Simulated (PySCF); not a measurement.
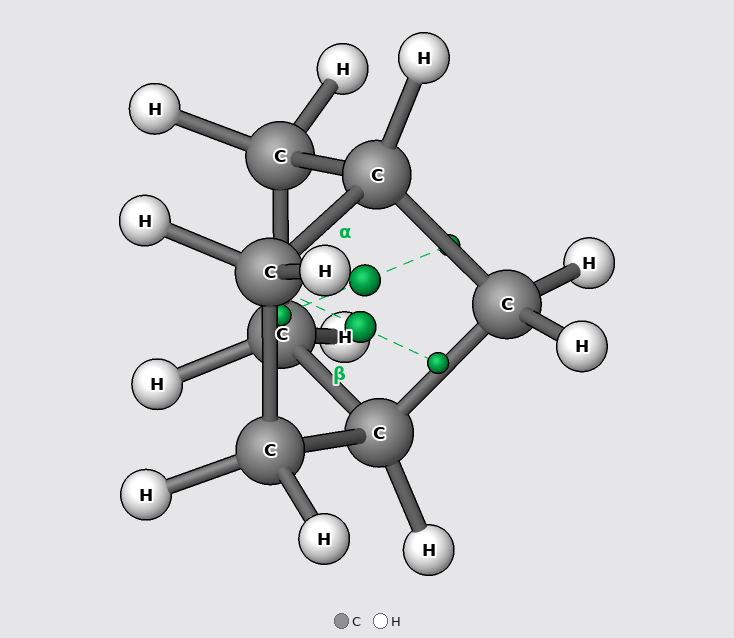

The small points mark where nucleus-independent chemical shifts (NICS) were computed: at the centre of each lettered ring and 1 Å above and below it. The geometry was computed by an optimisation with PBE0-D3(BJ)/def2-TZVP. No frequency run is at hand to confirm it as a minimum. Method: GIAO ωB97X-D/pcSseg-2 NMR shielding, non-relativistic, gas phase (PySCF 2.14.0).

Give NICS(0), NICS(1) and the out-of-plane component NICS(1)zz for each ring (means of the two sides).

```json
{"ring": "α", "members": "C5", "NICS(0)": "−9.1", "NICS(1)": "−6.4", "NICS(1)zz": "−7.9"}
{"ring": "β", "members": "C5", "NICS(0)": "−9.1", "NICS(1)": "−6.4", "NICS(1)zz": "−7.9"}
```

Values in ppm.
